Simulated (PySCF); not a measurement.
B(Et)(Vi)(OEt), SMILES C=CB(CC)OCC, GFN2-xTB optimised geometry. Atoms within 1.6 Å of the plane z = 0.0 Å (x, y, z in Å): B1 (-0.10, 0.27, 0.00), C2 (-0.81, 1.71, 0.00), C3 (-2.00, 1.83, -0.96), H4 (-0.08, 2.49, -0.24), H5 (-1.16, 1.92, 1.01), H6 (-2.75, 1.08, -0.72), H8 (-2.45, 2.81, -0.89), C9 (-1.01, -1.02, 0.03), C10 (-1.05, -1.97, -0.90), H11 (-1.70, -1.12, 0.86), H12 (-1.72, -2.81, -0.85), O14 (1.23, 0.27, 0.00), C15 (2.07, -0.86, 0.07), C16 (2.86, -0.83, 1.38), H17 (1.48, -1.78, 0.01), H18 (2.75, -0.81, -0.78), H20 (3.54, -1.68, 1.41), H21 (3.43, 0.09, 1.45).

Level of theory: PBE0/def2-SVP in PySCF. Cells within 0.4 Å of a nucleus heavier than hydrogen are left out (blank, or x).

Map of the log10 of the electron density (e/bohr³), floored at −4 on the plane z = 0.0 Å:

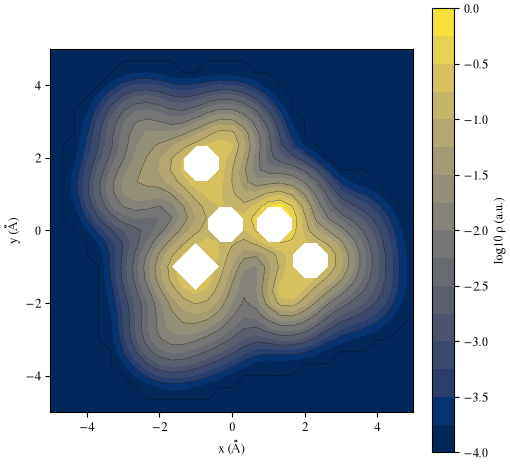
Log10 of the electron density (e/bohr³), floored at −4 on the plane z = 0.0 Å.
